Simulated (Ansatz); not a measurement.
Input file:

```
crystal:
  lattice:
    - [3.9884786293, 0.0, 0.0]
    - [-1.9942393146, 3.4541238154, 0.0]
    - [0.0, 0.0, 6.6835142274]
  atoms:
    - { symbol: Ta, position: [0.0, 0.0, 0.7109309163] }
    - { symbol: Ta, position: [0.0, 0.0, 0.2890690837] }
    - { symbol: Si, position: [0.3333333333, 0.6666666667, 0.5] }
    - { symbol: Si, position: [0.6666666667, 0.3333333333, 0.5] }
    - { symbol: O, position: [0.0, 0.0, 0.0] }
basis:
  ecutwfc: 420
kpoints:
  mp_grid: { grid: [12, 12, 6] }
hamiltonian:
  xc: pbe
scf:
  occupations: { method: gaussian, width: 0.1 }
output:
  forces: true
  stress: true
  eigenvalues: true
  write_density: true
  write_potential: true
  elf: true
  volumetric_format: npy
relax:
  adjacent_minimum: "off"
  f_tol: 0.01
  max_steps: 80
  cell: { stress_tol: 0.05 }
```

Launched as:

```sh
ansatz run input.yaml --threads 1 --pin off --max-ram 2560MiB --backend cpu --events-out ev --progress --plain --runs-dir out
```

Below, planes, directions and counts refer to the conventional cell (a = 4.01 Å, b = 4.01 Å, c = 6.66 Å, α = 90.00°, β = 90.00°, γ = 120.00°).

The fields are those of the run's last geometry, not of the input's.

Space group P6/mmm; a structure generated by program, which may or may not match a known phase.

These are results of DFT PBE, scalar-relativistic, plane waves, PAW in Ansatz 0.2.0, not measurements.

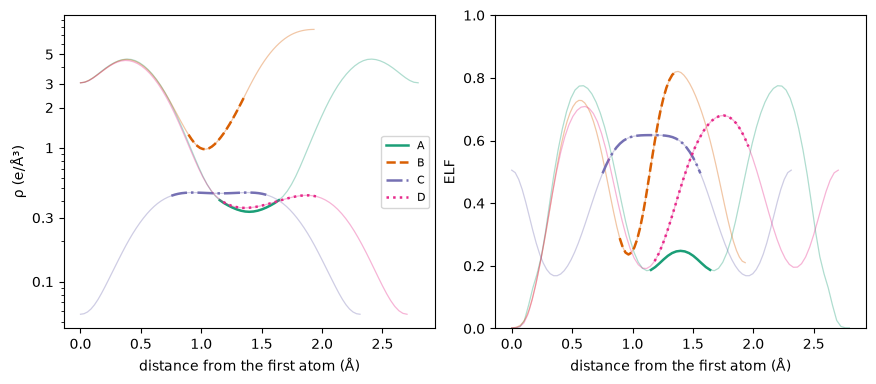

Ta2Si2O. Valence pseudo-density and ELF along straight lines between neighbouring atoms. Thin, pale parts lie inside the atomic spheres.

Core electrons are frozen (PAW), and the valence fields are smoothed inside the atomic spheres.

**Which curve belongs to which contact (Si–Si, Ta–O, Ta–Si and Ta–Ta)? The first atom named is at distance zero.**

Curve A: Ta–Ta (2.80 Å): ρ at the midpoint is about 0.33 e/Å³; the ELF is about 0.25 at the midpoint: no localised pair shows between them. Curve B: Ta–O (1.93 Å): the density is about 1 e/Å³ at the midpoint; the ELF peaks at about 0.80 in the valence shell of O, 0.6 Å from its nucleus, and drops to about 0.25 between the two atoms: no localised pair shows between them. Curve C: Si–Si (2.31 Å): the density is about 0.46 e/Å³ at the midpoint; the ELF peaks at about 0.60 between the atoms. Curve D: Ta–Si (2.70 Å): the density is about 0.36 e/Å³ at the midpoint; the ELF peaks at about 0.70 in the valence shell of Si, 0.9 Å from its nucleus, and is about 0.40 at the midpoint.
